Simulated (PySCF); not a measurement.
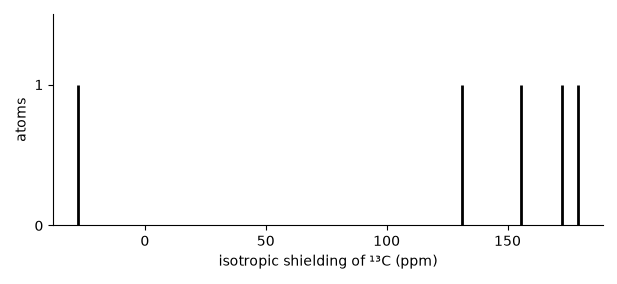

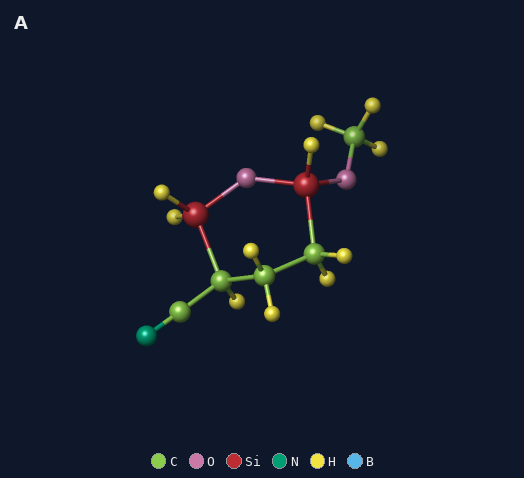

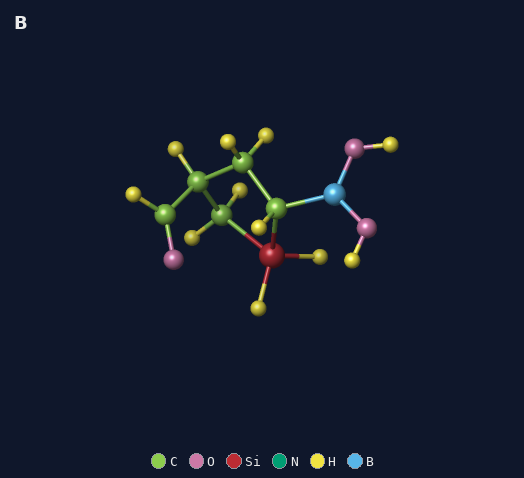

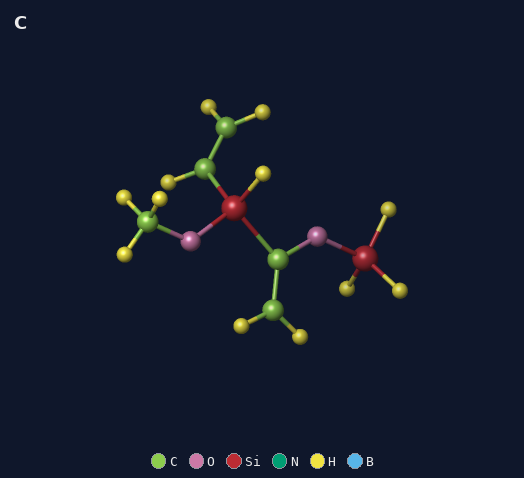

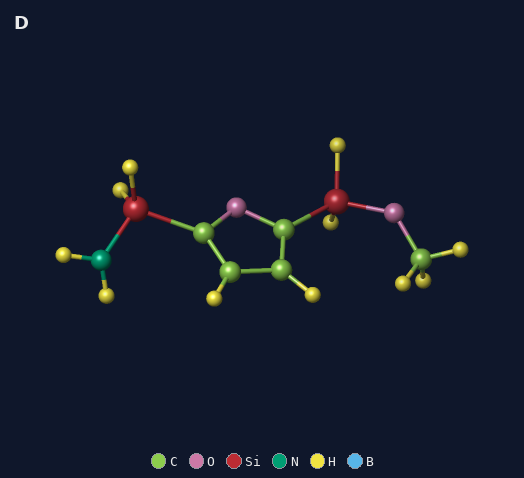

The sticks are computed shieldings of one of the molecules, for one fixed geometry (GFN2-xTB) without averaging over rotations. Low shielding means a high chemical shift. Method: GIAO PBE0/pcSseg-1 NMR shielding, non-relativistic, gas phase (PySCF 2.14.0).

> Match the spectrum to a structure.

B, `O=C[C@@H]1C[SiH2][C@@H](B(O)O)C1`. Its 5 C atoms give lines at −27.6, 131.0, 155.4, 172.6, 179.1 ppm.

The geometry is semi-empirical. Around B, Si such bond lengths and angles can be off by a tenth of an ångström or more and by several degrees, and values that hang on the shape move with them.
